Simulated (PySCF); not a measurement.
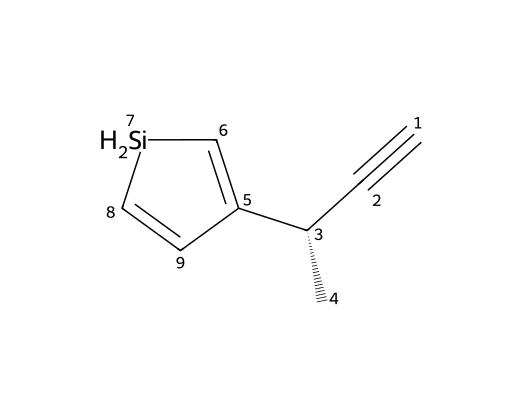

Skeletal drawing with numbered atoms; wedges and dashes mark any stereocentres. The configuration is that of a computed structure (PBE0-D3(BJ)/def2-SVP).

What are the Cahn–Ingold–Prelog descriptors?

C3: S.

Give a SMILES with the stereochemistry.

C#C[C@H](C)C1=C[SiH2]C=C1
